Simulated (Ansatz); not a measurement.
**Run report: LiSi₅₄, geometry relaxation (part 4 of 4)**

LiSi₅₄ (defect cell, 55 atoms in the cell); DFT PBE, scalar-relativistic, plane waves, PAW, spin-polarised (Ansatz 0.2.0); cutoff 420 eV, 2×2×2 k-mesh, Gaussian smearing of 0.01 eV, collinear spins. The structure derives from a Materials Project entry. It belongs to a series of runs on one base structure; here: Li interstitial, charge +0, atoms relaxed at the host's cell.

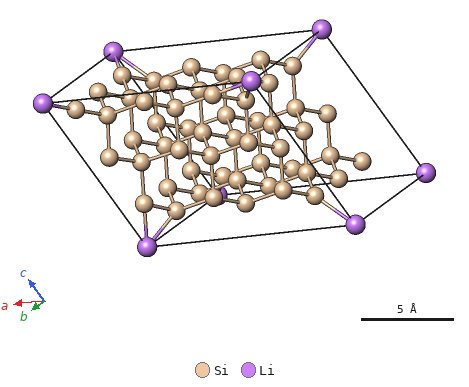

**Figure 1.** The geometry at step 3 of the log (ball-and-stick view of the cell of the calculation, seen at an oblique angle).

**File populations.tsv, continued**
```
30	Si	0_3S	-	0.593695	0.593692
30	Si	1_3P	-	1.390062	1.390047
31	Si	0_3S	-	0.595369	0.595354
31	Si	1_3P	-	1.388228	1.388213
32	Si	0_3S	-	0.594598	0.594590
32	Si	1_3P	-	1.388547	1.388532
33	Si	0_3S	-	0.598545	0.598533
33	Si	1_3P	-	1.403390	1.403371
34	Si	0_3S	-	0.594688	0.594679
34	Si	1_3P	-	1.388592	1.388572
35	Si	0_3S	-	0.599217	0.599201
35	Si	1_3P	-	1.403672	1.403655
36	Si	0_3S	-	0.593947	0.593940
36	Si	1_3P	-	1.390165	1.390147
37	Si	0_3S	-	0.594796	0.594787
37	Si	1_3P	-	1.388400	1.388387
38	Si	0_3S	-	0.595234	0.595220
38	Si	1_3P	-	1.388240	1.388226
39	Si	0_3S	-	0.594651	0.594643
39	Si	1_3P	-	1.388485	1.388468
40	Si	0_3S	-	0.593936	0.593935
40	Si	1_3P	-	1.388170	1.388160
41	Si	0_3S	-	0.594826	0.594820
41	Si	1_3P	-	1.388472	1.388452
42	Si	0_3S	-	0.594784	0.594776
42	Si	1_3P	-	1.388422	1.388407
43	Si	0_3S	-	0.595024	0.595012
43	Si	1_3P	-	1.388382	1.388367
44	Si	0_3S	-	0.591517	0.591510
44	Si	1_3P	-	1.383655	1.383637
45	Si	0_3S	-	0.598726	0.598714
45	Si	1_3P	-	1.403371	1.403352
46	Si	0_3S	-	0.594762	0.594754
46	Si	1_3P	-	1.388504	1.388487
47	Si	0_3S	-	0.598487	0.598475
47	Si	1_3P	-	1.403417	1.403398
48	Si	0_3S	-	0.595126	0.595110
48	Si	1_3P	-	1.388375	1.388363
49	Si	0_3S	-	0.594775	0.594764
49	Si	1_3P	-	1.388496	1.388481
50	Si	0_3S	-	0.591208	0.591204
50	Si	1_3P	-	1.383810	1.383790
51	Si	0_3S	-	0.598334	0.598328
51	Si	1_3P	-	1.402972	1.402959
52	Si	0_3S	-	0.591192	0.591187
52	Si	1_3P	-	1.383810	1.383789
53	Si	0_3S	-	0.591373	0.591368
53	Si	1_3P	-	1.383645	1.383626
54	Li	0_1S	-	0.974379	0.974379
54	Li	0_2S	-	0.151361	0.151360
```

**Trajectory as extended XYZ (Å, eV, eV/Å), 4 frames, from step=1 to step=4**
```
55
Lattice="8.2051 0.0000 8.2051 8.2051 8.2051 0.0000 0.0000 8.2051 8.2051" Properties=species:S:1:pos:R:3:forces:R:3 step=1 energy=-34536.46027
Si    4.1026    4.1026    4.1026   -0.0044  -0.0124  -0.0017
Si    6.8376    6.8376    4.1026   -0.2188  -0.2878   0.2344
Si    9.5727    9.5727    4.1026    0.3086   0.1598   0.2010
Si    6.8376    4.1026    6.8376   -0.4092   0.3626  -0.3482
Si    9.5727    6.8376    6.8376    0.0312   0.0279   0.0114
Si   12.3077    9.5727    6.8376   -0.0517  -0.0867  -0.0886
Si    9.5727    4.1026    9.5727    0.0716  -0.0208  -0.0634
Si   12.3077    6.8376    9.5727   -0.5524  -0.6824   0.5542
Si   15.0711    9.5318    9.5872   -0.9405   0.4402   0.3824
Si    4.1026    6.8376    6.8376   -0.3398   0.2876   0.2224
Si    6.8376    9.5727    6.8376    0.0454  -0.0047   0.0130
Si    9.5727   12.3077    6.8376    0.0040   0.1119   0.0438
Si    6.8376    6.8376    9.5727    0.0312   0.0206   0.0010
Si    9.5727    9.5727    9.5727   -0.0075  -0.0244  -0.0487
Si   12.3077   12.3077    9.5727    0.0575  -0.0305  -0.0596
Si    9.5727    6.8376   12.3077    0.5009  -0.5635  -0.4785
Si   12.3077    9.5727   12.3077    0.0370  -0.0704  -0.0200
Si   15.0428   12.3077   12.3077    0.0233  -0.0115  -0.0332
Si    4.1026    9.5727    9.5727   -0.0034   0.2233   0.1959
Si    6.8376   12.3077    9.5727   -0.0976   0.0364   0.1057
Si    9.5730   15.0355    9.5242    1.0002  -0.3670   1.4379
Si    6.8376    9.5727   12.3077   -0.2722   0.0084  -0.1909
Si    9.5727   12.3077   12.3077   -0.0396   0.0441  -0.0189
Si   12.3077   15.0428   12.3077    0.0294   0.1543   0.0180
Si    9.4706    9.6179   14.9507    0.7383  -0.2528  -0.3015
Si   12.3077   12.3077   15.0428   -0.0272  -0.0058   0.1166
Si   15.2151   15.0069   15.0711   -3.1017  -0.8114  -1.2398
Si    2.7350    2.7350    2.7350   -0.0177  -0.0374  -0.0501
Si    5.4701    5.4701    2.7350    0.0288  -0.0012   0.0046
Si    8.2709    8.1322    2.8156   -0.4120   0.4787  -0.7618
Si    5.4701    2.7350    5.4701    0.0439  -0.0309   0.0784
Si    8.2051    5.4701    5.4701    0.0052  -0.0405   0.0219
Si   10.9402    8.2051    5.4701   -0.0238   0.0316   0.0206
Si    8.1978    2.7958    8.1503   -0.0334  -0.5222   0.7533
Si   10.9402    5.4701    8.2051   -0.0538  -0.0408  -0.0102
Si   13.5679    8.0720    8.1663    1.6060   1.1837  -0.2401
Si    2.7350    5.4701    5.4701    0.0133   0.0347   0.0852
Si    5.4701    8.2051    5.4701   -0.0338   0.0563   0.0082
Si    8.2051   10.9402    5.4701   -0.1309  -0.0045   0.0171
Si    5.4701    5.4701    8.2051   -0.0536   0.0201   0.0550
Si    8.2051    8.2051    8.2051   -0.0261   0.0107   0.0050
Si   10.9402   10.9402    8.2051    0.0271  -0.0283   0.0846
Si    8.2051    5.4701   10.9402   -0.0863  -0.0386  -0.0189
Si   10.9402    8.2051   10.9402    0.0118   0.1557   0.0007
Si   13.6752   10.9402   10.9402    0.1175  -0.1231  -0.0735
Si    2.6733    8.2777    8.2353    0.4281  -0.1940  -0.9757
Si    5.4701   10.9402    8.2051   -0.0120  -0.0184  -0.1134
Si    8.2135   13.7137    8.2368    0.4713  -1.5312   0.1128
Si    5.4701    8.2051   10.9402   -0.0441  -0.0515  -0.0641
Si    8.2051   10.9402   10.9402    0.0972  -0.0180   0.0234
Si   10.9402   13.6752   10.9402    0.0472  -0.0636  -0.0801
Si    8.1359    8.0723   13.5743    0.5499   1.5177   0.3476
Si   10.9402   10.9402   13.6752    0.0753   0.1252  -0.1859
Si   13.6752   13.6752   13.6752    0.3890   0.0507   0.2279
Li   -0.0317   -0.0024    0.0129    0.2032   0.4339   0.0828
55
Lattice="8.2051 0.0000 8.2051 8.2051 8.2051 0.0000 0.0000 8.2051 8.2051" Properties=species:S:1:pos:R:3:forces:R:3 step=2 energy=-34537.41658
Si    4.1030    4.0935    4.1025   -0.0014   0.0195  -0.0032
Si    6.8351    6.8341    4.0998   -0.0518  -0.0859   0.0497
Si    9.5732    9.5728    4.0944    0.0543   0.0467   0.0457
Si    6.8275    4.1020    6.8462   -0.0722   0.0888  -0.1644
Si    9.5753    6.8391    6.8381   -0.0021  -0.0369  -0.0170
Si   12.3181    9.5691    6.8365   -0.0083   0.0025   0.0041
Si    9.5747    4.0920    9.5645   -0.0180   0.0262   0.0296
Si   12.3293    6.8468    9.5676   -0.2255  -0.2216   0.2285
Si   14.9818    9.6209    9.6351    0.1261  -0.0437  -0.0713
Si    4.0999    6.8352    6.8267   -0.0719   0.0583   0.0906
Si    6.8415    9.5652    6.8376   -0.0429   0.0118   0.0039
Si    9.5866   12.2918    6.8263   -0.0753   0.1080   0.0558
Si    6.8417    6.8366    9.5689   -0.0274  -0.0074  -0.0017
Si    9.5708    9.5670    9.5650    0.0112   0.0332   0.0428
Si   12.3137   12.3036    9.5541   -0.0521   0.0258  -0.0201
Si    9.5794    6.8370   12.3053    0.0929  -0.1900  -0.1380
Si   12.3106    9.5567   12.3087   -0.0226  -0.0144  -0.0029
Si   15.0595   12.3050   12.3020    0.0672   0.0301   0.0408
Si    4.0873    9.5739    9.5642    0.0238  -0.0048   0.0031
Si    6.8275   12.2962    9.5795    0.0567   0.0447  -0.0278
Si    9.6101   14.9897    9.5885    0.1472   0.0272   0.3084
Si    6.8151    9.5661   12.2927    0.0549   0.0013   0.0340
Si    9.5622   12.3144   12.3050   -0.0195  -0.0328   0.0140
Si   12.3126   15.0603   12.3162   -0.0267  -0.0429  -0.0170
Si    9.5859    9.6286   14.9730   -0.0025  -0.3086   0.0055
Si   12.3004   12.3067   15.0673    0.0044  -0.0026  -0.0366
Si   15.0592   14.9627   15.0050   -0.7826   0.0158  -0.2390
Si    2.7326    2.7324    2.7296   -0.0008   0.0202   0.0469
Si    5.4694    5.4655    2.7377   -0.0070   0.0035  -0.0022
Si    8.2115    8.1895    2.7477   -0.0561   0.0692  -0.0579
Si    5.4742    2.7315    5.4744   -0.0323   0.0158  -0.0603
Si    8.1985    5.4681    5.4786    0.0608   0.0292   0.0023
Si   10.9361    8.2152    5.4743    0.0006  -0.0832  -0.0081
Si    8.1934    2.7449    8.1857    0.0226   0.0034   0.2354
Si   10.9373    5.4780    8.2162    0.0074   0.0307  -0.0689
Si   13.6717    8.1876    8.2101    0.1226   0.1238  -0.2213
Si    2.7384    5.4666    5.4681   -0.0249  -0.0304  -0.0592
Si    5.4730    8.2028    5.4711    0.0385  -0.0036  -0.0037
Si    8.2003   10.9310    5.4688    0.0438  -0.0083  -0.0142
Si    5.4649    5.4802    8.2043    0.0466  -0.0035   0.0000
Si    8.2048    8.2012    8.2026    0.0054  -0.0015   0.0030
Si   10.9467   10.9272    8.2055   -0.0156  -0.0166  -0.0015
Si    8.2102    5.4672   10.9312    0.0170   0.0301   0.0198
Si   10.9445    8.2106   10.9314   -0.0051  -0.0393  -0.0254
Si   13.6355   10.9777   10.9800    0.0003  -0.0386  -0.0226
Si    2.7173    8.2086    8.1999    0.1208   0.0506  -0.2276
Si    5.4694   10.9284    8.1991    0.0303  -0.0085   0.0405
Si    8.2073   13.6715    8.2040    0.1817  -0.5824   0.1002
Si    5.4569    8.2000   10.9177    0.0462   0.0113   0.0380
Si    8.2082   10.9305   10.9413   -0.0260  -0.0111  -0.0296
Si   10.9836   13.6429   10.9663   -0.1235   0.1058  -0.0191
Si    8.1752    8.1586   13.6415    0.2273   0.4871   0.0173
Si   10.9756   10.9730   13.6410   -0.0876   0.0299   0.0227
Si   13.6478   13.6264   13.6474    0.0536   0.1761   0.1002
Li   -0.0701    0.0082    0.0176    0.2177   0.0916  -0.0226
55
Lattice="8.2051 0.0000 8.2051 8.2051 8.2051 0.0000 0.0000 8.2051 8.2051" Properties=species:S:1:pos:R:3:forces:R:3 step=3 energy=-34537.49719
Si    4.1011    4.0996    4.0992    0.0020  -0.0099   0.0068
Si    6.8294    6.8277    4.1024    0.0081  -0.0014   0.0024
Si    9.5793    9.5753    4.1023   -0.0185  -0.0066   0.0061
Si    6.8290    4.1012    6.8291   -0.0052  -0.0031  -0.0025
Si    9.5693    6.8362    6.8383   -0.0136   0.0025  -0.0014
Si   12.3068    9.5726    6.8293   -0.0025   0.0027   0.0042
Si    9.5768    4.1016    9.5770   -0.0043  -0.0041  -0.0017
Si   12.3049    6.8260    9.5759    0.0052   0.0046  -0.0089
Si   14.9964    9.6149    9.6170   -0.0162   0.0054   0.0073
Si    4.1031    6.8288    6.8288   -0.0107  -0.0043  -0.0067
Si    6.8368    9.5674    6.8383    0.0039  -0.0029  -0.0189
Si    9.5791   12.3012    6.8287    0.0033  -0.0129  -0.0001
Si    6.8362    6.8374    9.5672    0.0023  -0.0163   0.0097
Si    9.5703    9.5673    9.5680    0.0045  -0.0092   0.0024
Si   12.3049   12.3053    9.5541    0.0018  -0.0024   0.0043
Si    9.5793    6.8252   12.2999   -0.0004   0.0167   0.0042
Si   12.3076    9.5537   12.3040   -0.0121  -0.0044   0.0091
Si   15.0579   12.3069   12.3091   -0.0199  -0.0093  -0.0085
Si    4.1008    9.5744    9.5754   -0.0081   0.0083   0.0023
Si    6.8301   12.3010    9.5764   -0.0046   0.0092  -0.0017
Si    9.6157   14.9936    9.6146   -0.0010   0.0020   0.0036
Si    6.8291    9.5757   12.3026    0.0041  -0.0033   0.0078
Si    9.5526   12.3026   12.3061   -0.0059   0.0027  -0.0001
Si   12.3044   15.0575   12.3041    0.0034  -0.0155   0.0029
Si    9.6116    9.6140   14.9940    0.0182   0.0086  -0.0009
Si   12.3039   12.3018   15.0573    0.0037   0.0021   0.0032
Si   15.0010   14.9920   14.9926   -0.0241   0.0015  -0.0022
Si    2.7344    2.7339    2.7354    0.0114   0.0012  -0.0107
Si    5.4672    5.4647    2.7354    0.0044  -0.0095  -0.0098
Si    8.2037    8.2011    2.7507    0.0063   0.0044  -0.0003
Si    5.4659    2.7335    5.4655    0.0045  -0.0005  -0.0040
Si    8.2037    5.4703    5.4735   -0.0041   0.0059  -0.0079
Si   10.9345    8.2003    5.4731    0.0002   0.0130  -0.0037
Si    8.2025    2.7504    8.2028    0.0030  -0.0120   0.0008
Si   10.9331    5.4698    8.2012    0.0067   0.0009   0.0172
Si   13.6597    8.1986    8.2028   -0.0057   0.0091   0.0008
Si    2.7358    5.4646    5.4646    0.0017  -0.0031   0.0083
Si    5.4724    8.2016    5.4711    0.0044   0.0093   0.0083
Si    8.2032   10.9318    5.4713    0.0077   0.0036   0.0136
Si    5.4714    5.4708    8.2021    0.0002   0.0095   0.0094
Si    8.2020    8.2031    8.2038    0.0149  -0.0091  -0.0075
Si   10.9376   10.9297    8.2037   -0.0119   0.0144  -0.0137
Si    8.2015    5.4700   10.9338    0.0002   0.0132  -0.0102
Si   10.9376    8.2019   10.9321   -0.0126  -0.0028   0.0002
Si   13.6425   10.9701   10.9697    0.0143   0.0022  -0.0033
Si    2.7477    8.2015    8.2006    0.0067  -0.0022   0.0078
Si    5.4724   10.9308    8.2036   -0.0072   0.0135  -0.0033
Si    8.2044   13.6533    8.2015    0.0022  -0.0095   0.0069
Si    5.4717    8.2034   10.9323   -0.0044  -0.0138   0.0032
Si    8.2031   10.9306   10.9324    0.0011   0.0095   0.0059
Si   10.9664   13.6399   10.9705    0.0166   0.0094  -0.0129
Si    8.2057    8.1997   13.6519   -0.0152   0.0014   0.0007
Si   10.9673   10.9668   13.6416    0.0083  -0.0120   0.0021
Si   13.6382   13.6421   13.6446    0.0207  -0.0036  -0.0163
Li   -0.0068   -0.0026    0.0001    0.0124  -0.0031  -0.0047
55
Lattice="8.2051 0.0000 8.2051 8.2051 8.2051 0.0000 0.0000 8.2051 8.2051" Properties=species:S:1:pos:R:3:forces:R:3 step=4 energy=-34537.49720
Si    4.1011    4.0996    4.0992    0.0019  -0.0098   0.0070
Si    6.8294    6.8277    4.1024    0.0080  -0.0014   0.0026
Si    9.5793    9.5753    4.1023   -0.0185  -0.0066   0.0063
Si    6.8290    4.1012    6.8291   -0.0053  -0.0027  -0.0024
Si    9.5693    6.8362    6.8383   -0.0137   0.0024  -0.0015
Si   12.3068    9.5726    6.8293   -0.0026   0.0028   0.0043
Si    9.5768    4.1016    9.5770   -0.0045  -0.0040  -0.0018
Si   12.3049    6.8260    9.5759    0.0050   0.0045  -0.0087
Si   14.9964    9.6149    9.6170   -0.0162   0.0055   0.0072
Si    4.1031    6.8288    6.8288   -0.0105  -0.0043  -0.0068
Si    6.8368    9.5674    6.8383    0.0040  -0.0031  -0.0187
Si    9.5791   12.3012    6.8287    0.0033  -0.0131  -0.0001
Si    6.8362    6.8374    9.5672    0.0025  -0.0162   0.0095
Si    9.5703    9.5673    9.5680    0.0044  -0.0093   0.0023
Si   12.3049   12.3053    9.5541    0.0018  -0.0026   0.0042
Si    9.5793    6.8252   12.2999   -0.0003   0.0167   0.0040
Si   12.3076    9.5537   12.3040   -0.0122  -0.0044   0.0090
Si   15.0579   12.3069   12.3091   -0.0198  -0.0093  -0.0085
Si    4.1008    9.5744    9.5754   -0.0078   0.0083   0.0023
Si    6.8301   12.3010    9.5764   -0.0045   0.0091  -0.0017
Si    9.6157   14.9936    9.6146   -0.0010   0.0019   0.0040
Si    6.8291    9.5757   12.3026    0.0042  -0.0033   0.0076
Si    9.5526   12.3026   12.3061   -0.0057   0.0029   0.0000
Si   12.3044   15.0575   12.3041    0.0032  -0.0157   0.0030
Si    9.6116    9.6140   14.9940    0.0185   0.0086  -0.0010
Si   12.3039   12.3018   15.0573    0.0035   0.0021   0.0030
Si   15.0010   14.9920   14.9926   -0.0246   0.0016  -0.0021
Si    2.7344    2.7339    2.7354    0.0117   0.0011  -0.0107
Si    5.4672    5.4647    2.7354    0.0043  -0.0096  -0.0097
Si    8.2037    8.2011    2.7507    0.0064   0.0043  -0.0004
Si    5.4659    2.7335    5.4655    0.0043  -0.0003  -0.0043
Si    8.2037    5.4703    5.4735   -0.0041   0.0059  -0.0079
Si   10.9345    8.2003    5.4731    0.0002   0.0130  -0.0039
Si    8.2025    2.7504    8.2028    0.0031  -0.0121   0.0010
Si   10.9331    5.4698    8.2012    0.0067   0.0007   0.0172
Si   13.6597    8.1986    8.2028   -0.0054   0.0090   0.0006
Si    2.7358    5.4646    5.4646    0.0019  -0.0033   0.0081
Si    5.4724    8.2016    5.4711    0.0044   0.0090   0.0084
Si    8.2032   10.9318    5.4713    0.0080   0.0038   0.0136
Si    5.4714    5.4708    8.2021    0.0002   0.0095   0.0091
Si    8.2020    8.2031    8.2038    0.0147  -0.0090  -0.0074
Si   10.9376   10.9297    8.2037   -0.0119   0.0144  -0.0139
Si    8.2015    5.4700   10.9338    0.0003   0.0132  -0.0102
Si   10.9376    8.2019   10.9321   -0.0126  -0.0030   0.0002
Si   13.6425   10.9701   10.9697    0.0143   0.0021  -0.0035
Si    2.7477    8.2015    8.2006    0.0070  -0.0020   0.0078
Si    5.4724   10.9308    8.2036   -0.0072   0.0134  -0.0029
Si    8.2044   13.6533    8.2015    0.0021  -0.0098   0.0071
Si    5.4717    8.2034   10.9323   -0.0043  -0.0134   0.0030
Si    8.2031   10.9306   10.9324    0.0008   0.0093   0.0058
Si   10.9664   13.6399   10.9705    0.0164   0.0096  -0.0127
Si    8.2057    8.1997   13.6519   -0.0152   0.0018   0.0006
Si   10.9673   10.9668   13.6416    0.0082  -0.0119   0.0021
Si   13.6382   13.6421   13.6446    0.0207  -0.0034  -0.0161
Li   -0.0068   -0.0026    0.0001    0.0117  -0.0029  -0.0043
```
